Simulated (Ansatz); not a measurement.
GaH4BrO2: geometry relaxation (part 2 of 2)

The same run, continued: GaH4BrO2; RKS PBE0-D4/def2-TZVP (Ansatz 0.2.0). The geometry is a transition state displaced along its imaginary mode. The reaction was set up to form Ga1–Br6 and H2–H5 and to break Ga1–H2 and H5–Br6 (atoms counted from 1 in the order of the input); sticks are drawn by distance alone.

Geometry of the input (Å):
```
Ga -0.4035  -0.1328  -0.1997
H  -0.1649  -1.6308  0.0900
O  -0.2527  0.3139  -1.9244
O  -1.1834  0.9774  0.9841
H  1.2784  -1.1983  0.5194
Br 2.2320  -0.3345  0.7737
H  -0.5600  1.1879  -2.1423
H  -0.9458  0.8172  1.8993
```

## Trajectory as extended XYZ, continued
```
8
Properties=species:S:1:pos:R:3:forces:R:3 step=6 energy=-126567.76744
Ga   -0.6352   -0.1617   -0.2485    0.1150  -0.0297   0.0251
H    -0.5266   -1.6688    0.1113   -0.0886   0.0127  -0.0231
O    -0.3987    0.3843   -1.9282   -0.0359  -0.0227   0.0523
O    -1.1537    1.1399    0.8642   -0.0163   0.0175  -0.0137
H     2.1189   -1.6454    0.7280    0.0871   0.1647   0.0022
Br    2.4037   -0.2449    0.7309   -0.0687  -0.1548  -0.0073
H    -0.5476    1.3262   -2.0362    0.0040   0.0229   0.0065
H    -1.2607    0.8704    1.7785    0.0034  -0.0105  -0.0420
8
Properties=species:S:1:pos:R:3:forces:R:3 step=8 energy=-126567.76985 accepted=F
Ga   -0.7072   -0.2085   -0.2241    0.0504   0.0789  -0.0339
H    -0.8370   -1.7196    0.1053   -0.0250   0.0429   0.0064
O    -0.3777    0.3436   -1.8862   -0.0009   0.1815  -0.0923
O    -1.0973    1.1700    0.8591   -0.0075  -0.1590   0.1153
H     2.4709   -1.6095    0.6118   -0.1731   0.9948   0.0724
Br    2.2111   -0.1723    0.7456    0.1765  -0.9929  -0.0675
H    -0.3868    1.3040   -1.9729   -0.0110  -0.2413   0.0620
H    -1.2760    0.8925    1.7615   -0.0094   0.0951  -0.0623
8
Properties=species:S:1:pos:R:3:forces:R:3 step=10 energy=-126567.79586
Ga   -0.6957   -0.1943   -0.2294    0.0111  -0.0081   0.0116
H    -0.8160   -1.7012    0.1112   -0.0059  -0.0086   0.0052
O    -0.3835    0.3421   -1.8991    0.0080  -0.0164  -0.0171
O    -1.1001    1.1677    0.8629    0.0034  -0.0130   0.0306
H     2.4598   -1.6031    0.5823   -0.0045   0.0975  -0.0010
Br    2.2535   -0.2084    0.7992   -0.0172  -0.0907  -0.0134
H    -0.4206    1.2967   -1.9900    0.0069   0.0173   0.0028
H    -1.2973    0.9007    1.7628   -0.0018   0.0221  -0.0188
8
Properties=species:S:1:pos:R:3:forces:R:3 step=12 energy=-126567.78669 accepted=F
Ga   -0.7273   -0.2198   -0.1939    0.0196  -0.0370  -0.0130
H    -0.9685   -1.7136    0.1572   -0.0124   0.0546  -0.0178
O    -0.3204    0.2764   -1.8594   -0.0058   0.0855   0.0130
O    -1.0695    1.1830    0.8722   -0.0140  -0.0193   0.0751
H     2.6069   -1.4687    0.3024   -0.3357   0.8165   0.3915
Br    2.1025   -0.2374    0.9152    0.3442  -0.8039  -0.3982
H    -0.2746    1.2329   -1.9536   -0.0003  -0.1135   0.0192
H    -1.3491    0.9473    1.7598    0.0043   0.0171  -0.0698
8
Properties=species:S:1:pos:R:3:forces:R:3 step=14 energy=-126567.80648
Ga   -0.7130   -0.2261   -0.1829   -0.0277   0.0489  -0.0130
H    -0.9799   -1.7145    0.1566    0.0095  -0.0024   0.0125
O    -0.3174    0.2685   -1.8506    0.0314   0.0475  -0.0027
O    -1.0497    1.1790    0.8832   -0.0611  -0.0614   0.1345
H     2.5573   -1.4524    0.2956   -0.0502   0.2027   0.0818
Br    2.1350   -0.2177    0.8858    0.0489  -0.2131  -0.0959
H    -0.2485    1.2231   -1.9403   -0.0064  -0.0684   0.0085
H    -1.3838    0.9402    1.7526    0.0557   0.0463  -0.1257
8
Properties=species:S:1:pos:R:3:forces:R:3 step=15 energy=-126567.80742
Ga   -0.7379   -0.2255   -0.1652    0.0604   0.0125  -0.0498
H    -1.0134   -1.7122    0.1837   -0.0200   0.0358  -0.0012
O    -0.2666    0.2490   -1.8218   -0.0405   0.0247   0.0304
O    -1.0773    1.1900    0.8868   -0.0472  -0.0739   0.1057
H     2.6074   -1.4196    0.2132   -0.1190   0.2635   0.1236
Br    2.1127   -0.2439    0.8723    0.1231  -0.2517  -0.1059
H    -0.1987    1.2024   -1.9211    0.0010  -0.0514   0.0091
H    -1.4264    0.9599    1.7522    0.0423   0.0406  -0.1119
8
Properties=species:S:1:pos:R:3:forces:R:3 step=17 energy=-126567.81297
Ga   -0.7020   -0.2256   -0.1356   -0.0090  -0.0477   0.0819
H    -0.9863   -1.7097    0.2235   -0.0158   0.0418  -0.0057
O    -0.1815    0.2133   -1.7844   -0.0250   0.1325  -0.0589
O    -1.0957    1.1972    0.8848   -0.0010   0.0073  -0.0334
H     2.5018   -1.3185    0.0353    0.0012   0.0315   0.0123
Br    2.0976   -0.3089    0.9554    0.0334  -0.0271  -0.0162
H    -0.1660    1.1656   -1.9214    0.0289  -0.1178   0.0250
H    -1.4678    0.9867    1.7425   -0.0128  -0.0204  -0.0049
8
Properties=species:S:1:pos:R:3:forces:R:3 step=19 energy=-126567.81994
Ga   -0.7336   -0.2391   -0.1111    0.0213   0.0131   0.0701
H    -1.0849   -1.7012    0.2650   -0.0112   0.0019  -0.0070
O    -0.1463    0.1658   -1.7469    0.0011  -0.0357  -0.0082
O    -1.0927    1.2053    0.8917    0.0046  -0.0279  -0.0844
H     2.5213   -1.1786   -0.1180    0.0467  -0.0786  -0.1322
Br    2.1228   -0.3657    0.9723   -0.0526   0.0769   0.1141
H    -0.0505    1.1126   -1.8685    0.0175   0.0433  -0.0168
H    -1.5359    1.0010    1.7155   -0.0273   0.0070   0.0643
8
Properties=species:S:1:pos:R:3:forces:R:3 step=21 energy=-126567.82428
Ga   -0.7201   -0.2418   -0.0910    0.0005  -0.0359  -0.0459
H    -1.0943   -1.6996    0.2813    0.0043   0.0043   0.0023
O    -0.1127    0.1475   -1.7272    0.0091   0.0325   0.0288
O    -1.1080    1.2109    0.8824   -0.0457   0.0028   0.0738
H     2.5004   -1.1124   -0.1865   -0.0110   0.0228  -0.0001
Br    2.1105   -0.4133    0.9913    0.0105  -0.0186  -0.0171
H    -0.0273    1.0950   -1.8626    0.0089  -0.0423   0.0044
H    -1.5485    1.0138    1.7121    0.0233   0.0344  -0.0463
8
Properties=species:S:1:pos:R:3:forces:R:3 step=23 energy=-126567.83031
Ga   -0.7206   -0.2505   -0.0456    0.0017  -0.0135  -0.0478
H    -1.1338   -1.6980    0.3277    0.0183   0.0181   0.0123
O    -0.0098    0.0998   -1.6520   -0.0093   0.0150   0.0397
O    -1.1547    1.2259    0.8725   -0.0176  -0.0463   0.0364
H     2.4223   -0.9760   -0.3582   -0.1291   0.2147   0.4726
Br    2.1523   -0.4899    0.9766    0.1004  -0.2043  -0.4718
H     0.0746    1.0440   -1.8071    0.0106  -0.0211  -0.0007
H    -1.6304    1.0449    1.6863    0.0251   0.0374  -0.0406
8
Properties=species:S:1:pos:R:3:forces:R:3 step=24 energy=-126567.83866
Ga   -0.7259   -0.2603   -0.0469   -0.0091  -0.0034  -0.0071
H    -1.1472   -1.7037    0.3292    0.0094   0.0104   0.0075
O    -0.0104    0.0800   -1.6534    0.0434   0.0439   0.0515
O    -1.1382    1.2207    0.8729   -0.0255  -0.0370   0.0112
H     2.3639   -0.8984   -0.3808   -0.0691   0.1279   0.3190
Br    2.1586   -0.5092    0.9891    0.0393  -0.1251  -0.3432
H     0.1197    1.0219   -1.7946   -0.0159  -0.0449  -0.0058
H    -1.6206    1.0490    1.6846    0.0275   0.0283  -0.0330
8
Properties=species:S:1:pos:R:3:forces:R:3 step=26 energy=-126567.86739
Ga   -0.6824   -0.2832   -0.0042   -0.1452   0.0381   0.1265
H    -1.1337   -1.7123    0.3806    0.0104  -0.0137   0.0130
O     0.1197    0.0397   -1.5748    0.1159   0.2163  -0.0642
O    -1.1672    1.2298    0.8278    0.0519  -0.0794  -0.0490
H     2.1665   -0.6720   -0.4859   -0.0570   0.0487   0.4656
Br    2.1763   -0.6810    0.9643    0.0185  -0.0216  -0.4883
H     0.1710    0.9863   -1.7528   -0.0014  -0.1941   0.0133
H    -1.6501    1.0928    1.6449    0.0070   0.0058  -0.0168
8
Properties=species:S:1:pos:R:3:forces:R:3 step=28 energy=-126567.91451
Ga   -0.6412   -0.3107    0.0343   -0.2588  -0.0218   0.1524
H    -1.1366   -1.7288    0.4050    0.0502   0.0130   0.0013
O     0.2458    0.0068   -1.5061    0.2115  -0.0386   0.0764
O    -1.1597    1.2264    0.7897    0.0841  -0.0784  -0.0538
H     1.8497   -0.4580   -0.4920    0.0611  -0.0712   0.4080
Br    2.2569   -0.7978    0.8877   -0.1840   0.1373  -0.5448
H     0.2466    0.9436   -1.7185    0.0343   0.0479  -0.0333
H    -1.6614    1.1186    1.5998    0.0015   0.0118  -0.0062
8
Properties=species:S:1:pos:R:3:forces:R:3 step=30 energy=-126567.98714
Ga   -0.6131   -0.3553    0.1142    0.0762  -0.2124   0.3622
H    -1.1482   -1.7665    0.4378   -0.0152   0.0256  -0.0740
O     0.4270   -0.0211   -1.3754   -0.0186  -1.2864   0.1953
O    -1.1454    1.2135    0.7654   -0.0230  -0.0067   0.0108
H     1.5593   -0.3213   -0.5860   -0.3451   0.2130  -0.6861
Br    2.2143   -0.7851    0.7084    0.2603  -0.2181   0.7234
H     0.4054    0.8850   -1.6123    0.0184   1.4561  -0.4417
H    -1.6995    1.1510    1.5479    0.0471   0.0290  -0.0899
8
Properties=species:S:1:pos:R:3:forces:R:3 step=32 energy=-126568.43009
Ga   -0.4716   -0.4420    0.2985    0.4355  -0.3345   0.8678
H    -1.1445   -1.8258    0.4619   -0.0276   0.0713  -0.1415
O     0.5155   -0.0060   -1.3498   -2.7318   0.2923  -1.8138
O    -1.1014    1.1782    0.7215    0.1430  -0.1079  -0.0938
H     1.2708   -0.1947   -0.7966    2.6952  -0.2240   0.4464
Br    2.1446   -0.8347    0.7597   -0.5368  -0.1447   0.8830
H     0.4969    0.9278   -1.5587   -0.0207   0.4592  -0.0848
H    -1.7103    1.1973    1.4634    0.0432  -0.0116  -0.0634
8
Properties=species:S:1:pos:R:3:forces:R:3 step=33 energy=-126568.86155
Ga   -0.4020   -0.4565    0.3432    0.3694  -0.4127   0.6569
H    -1.1157   -1.8267    0.4601   -0.0784   0.0596  -0.1495
O     0.4591    0.0207   -1.3983    0.1864   0.1733  -0.0269
O    -1.0516    1.1605    0.7293   -0.0003   0.1165   0.0444
H     1.3239   -0.2082   -0.9206   -0.0145   0.3778  -0.7480
Br    2.0354   -0.8528    0.9198   -0.5751   0.1080   0.1310
H     0.4395    0.9779   -1.5814    0.0325  -0.4188   0.1948
H    -1.6885    1.1851    1.4479    0.0801  -0.0036  -0.1026
8
Properties=species:S:1:pos:R:3:forces:R:3 step=35 energy=-126569.14929
Ga   -0.2785   -0.5266    0.4772    0.3324   0.2910   0.2883
H    -1.1889   -1.7385    0.3576   -0.3063  -0.4194  -0.0086
O     0.4393   -0.0212   -1.3687   -0.1077   0.3971  -0.3890
O    -0.8578    1.1499    0.8158   -0.0501  -0.1113   0.0006
H     1.3940   -0.0748   -1.2051    0.1148  -0.0197  -0.0344
Br    1.9605   -0.8573    1.1456   -0.0094  -0.0463   0.1247
H     0.2293    0.9181   -1.5021    0.0002  -0.2036   0.0601
H    -1.6979    1.1505    1.2799    0.0262   0.1122  -0.0418
8
Properties=species:S:1:pos:R:3:forces:R:3 step=37 energy=-126569.15569 accepted=F
Ga   -0.2109   -0.5509    0.5434    0.1166  -1.0950  -0.0607
H    -1.1663   -1.7688    0.3797    0.0172   0.0020   0.0036
O     0.4185    0.0047   -1.3889   -0.1297  -0.0378   0.0424
O    -0.7876    1.0875    0.8554    0.1961   1.0094  -0.0474
H     1.3845    0.0302   -1.3688    0.0064   0.0434   0.0152
Br    1.9648   -0.9676    1.2787   -0.0199   0.0798   0.0013
H     0.0970    0.9166   -1.3703    0.1049   0.1293  -0.0456
H    -1.7000    1.2484    1.0708   -0.2915  -0.1309   0.0912
8
Properties=species:S:1:pos:R:3:forces:R:3 step=39 energy=-126569.20086
Ga   -0.2304   -0.5790    0.5342    0.0072  -0.0567  -0.0813
H    -1.1826   -1.8028    0.4015    0.0299   0.0459   0.0202
O     0.3985    0.0282   -1.3872    0.1500  -0.0856   0.0120
O    -0.7904    1.1215    0.7791    0.1877   0.0177  -0.0687
H     1.3670   -0.0196   -1.3565   -0.1371   0.0334  -0.0296
Br    1.9615   -0.9250    1.2630   -0.0299   0.0076   0.0054
H     0.1577    0.9655   -1.3429   -0.0078   0.0161   0.0573
H    -1.6812    1.2113    1.1088   -0.2000   0.0217   0.0846
8
Properties=species:S:1:pos:R:3:forces:R:3 step=41 energy=-126569.18555 accepted=F
Ga   -0.1906   -0.6093    0.4834   -0.2647   0.1168   0.3954
H    -1.2027   -1.7825    0.4293    0.0293  -0.0882  -0.0898
O     0.3892    0.0267   -1.3779    0.2831   0.2682  -0.2677
O    -0.7635    1.1019    0.7202    0.0928   0.0038  -0.0989
H     1.3559    0.0466   -1.4264   -0.0459  -0.1302  -0.0026
Br    1.9331   -0.9378    1.3600    0.0943  -0.0309  -0.0562
H     0.1115    0.9572   -1.2955   -0.1219  -0.1409   0.0818
H    -1.6328    1.1974    1.1068   -0.0670   0.0012   0.0380
8
Properties=species:S:1:pos:R:3:forces:R:3 step=42 energy=-126569.20568
Ga   -0.2160   -0.5978    0.5223   -0.0033  -0.0176   0.0191
H    -1.1827   -1.8081    0.4125    0.0024   0.0080  -0.0003
O     0.3937    0.0300   -1.3835   -0.0512  -0.0874  -0.0254
O    -0.7713    1.1179    0.7274    0.0122  -0.0190  -0.0135
H     1.3580    0.0190   -1.4089    0.0846  -0.0142   0.0051
Br    1.9519   -0.9370    1.3028    0.0035   0.0006   0.0074
H     0.1223    0.9515   -1.2516   -0.0418   0.1231   0.0023
H    -1.6558    1.2245    1.0791   -0.0064   0.0066   0.0053
8
Properties=species:S:1:pos:R:3:forces:R:3 step=44 energy=-126569.20610
Ga   -0.2159   -0.5998    0.5217   -0.0034   0.0056  -0.0002
H    -1.1830   -1.8090    0.4119   -0.0001  -0.0018  -0.0013
O     0.3935    0.0301   -1.3867    0.0045   0.0100   0.0071
O    -0.7722    1.1161    0.7217    0.0057  -0.0109  -0.0056
H     1.3599    0.0200   -1.4056   -0.0119   0.0028   0.0014
Br    1.9501   -0.9368    1.3080    0.0019   0.0006  -0.0004
H     0.1184    0.9539   -1.2583    0.0055  -0.0110  -0.0033
H    -1.6508    1.2256    1.0872   -0.0022   0.0047   0.0022
8
Properties=species:S:1:pos:R:3:forces:R:3 step=46 energy=-126569.20614
Ga   -0.2170   -0.6007    0.5204   -0.0007  -0.0010  -0.0017
H    -1.1828   -1.8109    0.4100    0.0005  -0.0003   0.0008
O     0.3944    0.0290   -1.3863    0.0010  -0.0013  -0.0007
O    -0.7733    1.1153    0.7162   -0.0050  -0.0008   0.0020
H     1.3606    0.0230   -1.4008    0.0021  -0.0014  -0.0008
Br    1.9492   -0.9361    1.3083    0.0008  -0.0002   0.0006
H     0.1155    0.9517   -1.2612   -0.0022   0.0030   0.0008
H    -1.6465    1.2287    1.0933    0.0035   0.0020  -0.0010
```

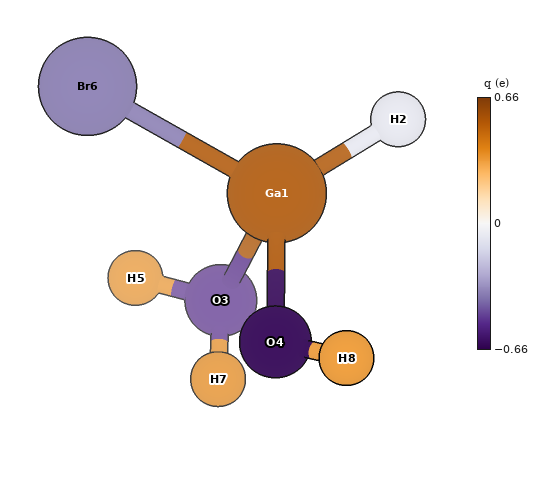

Mulliken charges, as the colour of each atom (ball-and-stick view, seen at a tilt; atoms are numbered from 1 in the order of the input; Mulliken charges depend strongly on the basis). By element: Ga +0.54, H −0.07 to +0.37, O −0.63 to −0.51 and Br −0.38 e.

## Summary

| quantity | value |
| --- | --- |
| outcome | converged |
| total energy | −126569.2062 eV |
| mean-field energy | −126569.0594 eV |
| dispersion energy | −0.1468 eV |
| SCF solution under orbital rotations | stable |
| largest force (length of the vector) at the end | 0.005 eV/Å |
| dipole moment | 2.92 D |
| wall time | 51 s (CPU time 5.5 min) |
| peak memory | 0.6 GiB |
